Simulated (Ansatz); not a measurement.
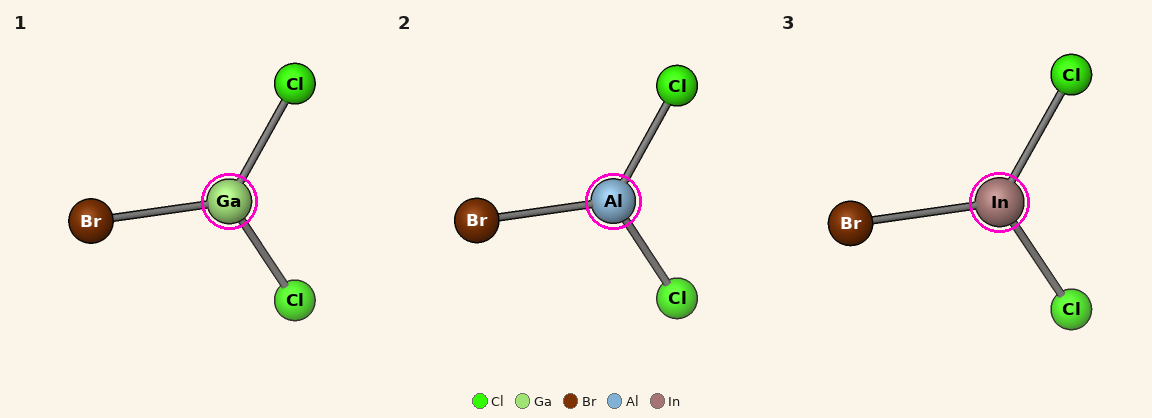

3 molecules with one skeleton, seen from the same side and at one scale; the atom that differs is circled. Each species is neutral and a spin singlet. Computed geometries: PBE0-D4/def2-TZVP optimisations, one conformation each. Properties computed with Ansatz 0.2.0. Elements past Kr carry core potentials.

One atom differs, called X below: Ga in panel 1, Al in panel 2, In in panel 3. Their formulas are GaBrCl2 (`[Cl][Ga]([Cl])[Br]`), AlBrCl2 (`[Cl][Al]([Cl])[Br]`), InBrCl2 (`[Cl][In]([Cl])[Br]`).

Rank them by the HOMO–LUMO gap, lowest first (revPBE-D4/def2-TZVPP).

3 (In), 1 (Ga), 2 (Al).

Rank them by the dipole moment, lowest first (B3LYP-D4/def2-TZVPP).

2 (Al), 1 (Ga), 3 (In).

Give the values. With PBE0-D4/def2-TZVP: length of X–Br (Å), mean length of X–Cl (Å), angle Cl–X–Cl (°). With revPBE-D4/def2-TZVPP: HOMO energy (Kohn–Sham orbital) (eV), HOMO–LUMO gap (eV). With B3LYP-D4/def2-TZVPP: dipole moment (D).

```
                            quantity  1 (Ga)  2 (Al)  3 (In)
                  length of X–Br (Å)   2.255   2.225   2.430
             mean length of X–Cl (Å)   2.115   2.070   2.296
                   angle Cl–X–Cl (°)   119.2   119.7   118.7
HOMO energy (Kohn–Sham orbital) (eV)   −7.62   −7.58   −7.61
                  HOMO–LUMO gap (eV)    4.79    5.53    3.96
                   dipole moment (D)    0.32    0.16    0.46
```
